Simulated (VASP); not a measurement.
Band structure of VN (rock salt). These are PBE GGA with spin-orbit coupling, VASP's PBE PAW potentials (set 64) (plane waves; VASP) values and carry that method's errors.

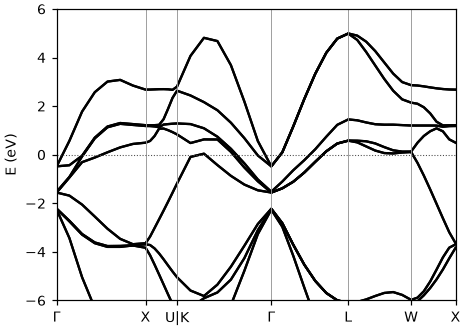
Figure: Bands along high-symmetry lines, zero at the valence-band maximum or, without a gap, the Fermi level

Q: Read the plot: is there a gap, and where are the band edges?

A: It has no gap at this level: it comes out as a metal or semimetal.

The compound is VN in the rock salt structure, which distorts at low temperature. It was relaxed first. VASP warned that the highest band is occupied, so more bands are needed.
